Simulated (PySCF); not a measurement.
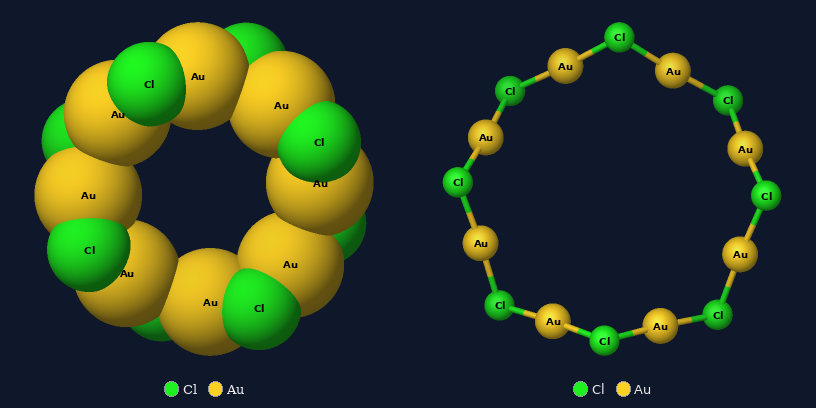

Both panels show the same species.

The species is neutral and a spin singlet. The geometry was computed by an optimisation with GFN2-xTB. No frequency run is at hand to confirm it as a minimum.

> Count the atoms of each element.

Au8Cl8, 16 atoms: 8 gold and 8 chlorine.

> What is the point group of this geometry?

D4d.

> Count the bonded pairs by element.

16 Au–Cl. Sticks follow a distance rule.

> How many atoms are distinct by symmetry?

2: 8 Cl, 8 Au.

The parts below concern this one geometry. Atoms keep their numbers from picture to picture.

Geometry

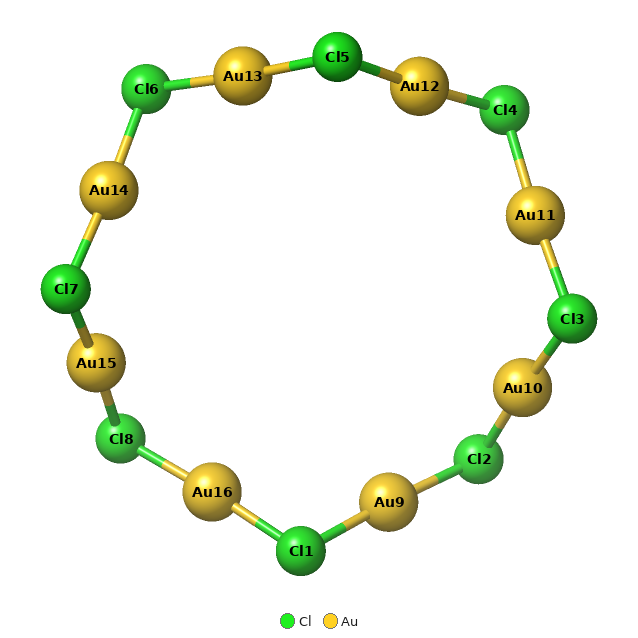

Atoms carry their numbers in the input. No frequency run is at hand to confirm it as a minimum.

What are the angles Au9–Cl1–Au16, Cl1–Au9–Cl2?

| angle | degrees |
| --- | --- |
| Au9–Cl1–Au16 | 99.1 |
| Cl1–Au9–Cl2 | 176.9 |

Electronic properties

No frequency run is at hand to confirm it as a minimum. Properties computed with PBE0/def2-SVP, gas phase, core potentials on Au (PySCF 2.14.0). Excitations: vertical, Tamm–Dancoff approximation.

> What is the LUMO energy (Kohn–Sham orbital)?

−1.67 eV.

> Estimate the lowest vertical singlet excitation.

5.14 eV.

> What is the mean static polarisability?

300.3 bohr³.

> What is the HOMO energy (Kohn–Sham orbital)?

−7.97 eV.

Bond orders

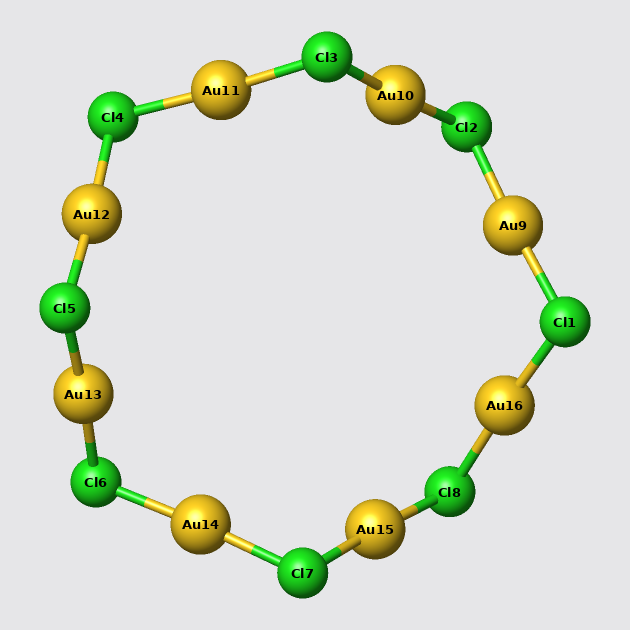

Every bond is drawn as one stick. No frequency run is at hand to confirm it as a minimum. Computed with PBE0/def2-SVP, core potentials on Au (PySCF 2.14.0).

List the Mayer bond orders of Cl1–Au9 (one bond of each equivalent set).

```csv
bond,Mayer order,length (Å)
Cl1–Au9,0.66,2.258
```

Charges

The questions are on ESP-fitted charges. No frequency run is at hand to confirm it as a minimum. Level of theory: PBE0/def2-SVP, gas phase, core potentials on Au (PySCF 2.14.0).

Give the ESP-fitted charges atom by atom.

```
atom  value (e)
 Cl1      −0.08
 Cl2      −0.08
 Cl3      −0.08
 Cl4      −0.09
 Cl5      −0.08
 Cl6      −0.08
 Cl7      −0.08
 Cl8      −0.08
 Au9       0.08
Au10       0.08
Au11       0.08
Au12       0.09
Au13       0.07
Au14       0.09
Au15       0.08
Au16       0.08
```

The geometry is semi-empirical. Around Au such bond lengths and angles can be off by a tenth of an ångström or more and by several degrees, and values that hang on the shape move with them.
